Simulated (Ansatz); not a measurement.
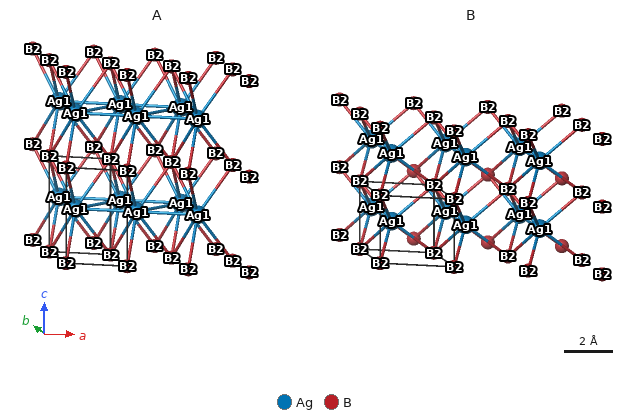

Two geometries of crystalline AgB (a generated structure, set up in P-6m2) (coarse preliminary run), drawn at one scale. One is the start of a relaxation, the other its converged end. The picture is a ball-and-stick view of the cell of the calculation, repeated 3 × 2 × 2 with one cell outlined, seen slightly off an axis.

All numbers below come from DFT PBE, scalar-relativistic, plane waves, PAW in Ansatz. Settings: plane-wave cutoff 420 eV; k-point mesh 6 × 6 × 4; occupations gaussian; smearing width 0.1 eV; no spin polarisation; cell and atoms relaxed; force threshold 0.04 eV/Å; at most 70 steps.

> Which one is relaxed?

Structure B is the relaxed one. The energy falls by 0.419 eV per cell of the calculation in 12 accepted moves (14 points after the start). All forces vanish by symmetry, so only the cell relaxes. Pressure: 5.49 GPa at the start and 0.01 GPa at the end. At 2 points the geometry stayed and the basis and grid were re-selected for the new cell (energy shift of 10.1 meV per cell of the calculation at most each time). The atoms keep their places relative to the cell (all moves are under 0.005 Å). Cell: a = b 2.644 → 3.206 Å (+21.2 %), c 4.080 → 2.888 Å (−29.2 %). Volume +4.0 %. Among the contacts that change: Ag1–Ag1 4.080 → 2.888 Å, Ag1–Ag1 (another image) 2.644 → 3.206 Å, Ag1–B2 2.548 → 2.348 Å. Among the angles between lasting bonds that change: Ag1–B2–Ag1 106.4° → 75.9°, B2–Ag1–B2 106.4° → 75.9°, B2–Ag1–B2 62.5° → 86.1°. The space group stays P-6m2 (No. 187). Cost: 27 s on 1 thread of Arm Neoverse N1 (shared host), peak memory 0.28 GiB.

Limits of the set-up: the k-point mesh is coarse for a cell with partly filled bands.
